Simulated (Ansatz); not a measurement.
**Amorphous Hf₁₈O₃₈Ge**

It comes from a melt-quench run on a machine-learned potential (CHGNet), relaxed afterwards by DFT. O atoms were pushed apart under 1.9 Å during the dynamics, to hinder bonds among them. The hot cell started wider than the set density and was brought back towards it in steps. It is the lowest in DFT energy of 2 quenches. It is a model cell: composition and starting density were chosen by hand, and all elements were melted together. No dispersion term was used. Cycles of charging and discharging annealed it further.

Methods: PBE, scalar-relativistic without spin-orbit coupling (Ansatz, a program for electronic structure); r2SCAN, scalar-relativistic without spin-orbit coupling (Ansatz); HSE06, scalar-relativistic without spin-orbit coupling (Ansatz). Geometry, pressure, stress and energy are those of the PBE run. Its sampling: a 2×2×2 Γ-centred mesh; Fermi-Dirac width 0.02 eV; no spin polarisation. Other functionals are single points at the zone centre (r2SCAN at 500 eV; exact exchange cut at the cell's faces), free to take moments where seeds were set.

The number of atoms in the cell comes out as 57, the density (held, not predicted) comes out as 8.72 g/cm^3 and the volume per atom is 13.01 Å^3. The pressure on a 2×2×2 Γ-centred mesh comes out as 0.63 GPa, the largest force and stress component on that mesh (the relaxation ran on the zone centre alone) is 0.12 eV/Å and 1.5 GPa and the gap on a 2×2×2 Γ-centred mesh (PBE) is 4.11 eV. The gap at the zone centre (PBE) is 4.10 eV and the gap at the zone centre (r2SCAN) comes out as 4.58 eV. The gap at the zone centre (HSE06) is 5.68 eV.

Neighbours within Hf-Hf 3.34 Å, Hf-O 2.60 Å, Hf-Ge 2.99 Å, O-O 1.58 Å, O-Ge 2.23 Å, Ge-Ge 2.81 Å count as bonded. Two cations that share two anions don't count as bonded, nor two that share one unless they lie closer than Hf-Hf 3.25 Å, Hf-Ge 2.91 Å, Ge-Ge 2.57 Å.

```json
{
  "Mean coordination of Hf by anions": "6.28 (1 with 5, 11 with 6, 6 with 7)",
  "Mean coordination of O": "3.08 (3 with 2, 29 with 3, 6 with 4)",
  "Mean coordination of Ge by anions": "4.00 (1 with 4)",
  "Mean Hf-O bond": "2.141 Å (spread 0.115 Å, 113 counted)",
  "Mean O-Ge bond": "1.769 Å (spread 0.006 Å, 4 counted)"
}
```

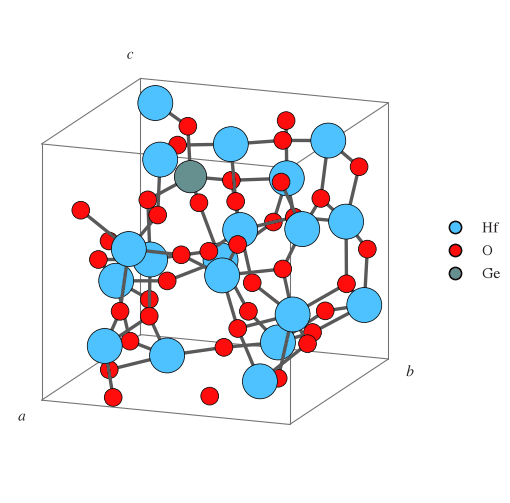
The relaxed cell

Its density started from a set value of 8.72 g/cm³. Cooling (nominally 380 K/ps over its main leg) ran many orders faster than in experiment, which tends to leave more defects and strain. Values belong to this one cell and scatter from quench to quench. The volume was held where the preparation left it and the shape relaxed, at a PBE pressure of 0.6 GPa. Stress components on the final sampling reach 1.5 GPa. On a 2×2×2 Γ-centred mesh force components of up to 0.12 eV/Å stay, since the relaxation ran on the zone centre alone. Cycles of charging lowered its energy after that relaxation.
